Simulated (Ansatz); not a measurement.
K3P (space group P6_3/mmc)

```
CELL_PARAMETERS angstrom
      5.67456     0.00000     0.00000
     -2.83728     4.91432     0.00000
      0.00000     0.00000    10.03381
ATOMIC_POSITIONS crystal
  K  0.33333 0.66667 0.58087
  K  0.66667 0.33333 0.41913
  K  0.66667 0.33333 0.08087
  K  0.33333 0.66667 0.91913
  K  0.00000 0.00000 0.75000
  K  0.00000 0.00000 0.25000
  P  0.66667 0.33333 0.75000
  P  0.33333 0.66667 0.25000
```

This relaxed cell (volume V₀) is scaled evenly in all directions, its shape held. The atoms relax within the cell's symmetry.

Method: r2SCAN (plane waves to 500 eV, PAW, scalar-relativistic; Ansatz, a quantum-chemistry and plane-wave program). k mesh 7×7×4 (Γ-centred), Fermi-Dirac smearing 0.05 eV. E stands for the smeared free energy. With the shape held, the modulus is that of even scaling; a crystal free to change shape is softer. K3P was relaxed with its symmetry unable to fall. The zero of ΔE is the relaxed starting cell.

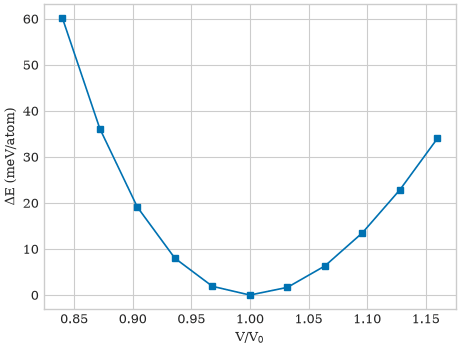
Figure. ΔE (meV/atom) against V/V₀; computed points joined by lines.

Q: What is ΔE at V/V₀ = 1.160?

A: About 34 meV/atom.

Q: What is ΔE at V/V₀ = 0.840?

A: About 60 meV/atom.

Q: What bulk modulus at fixed cell shape B₀ follows from a third-order Birch-Murnaghan fit?

A: About 16 GPa.

(Under strain, the slope of the energy per volume gives the stress and its curvature an elastic modulus.)
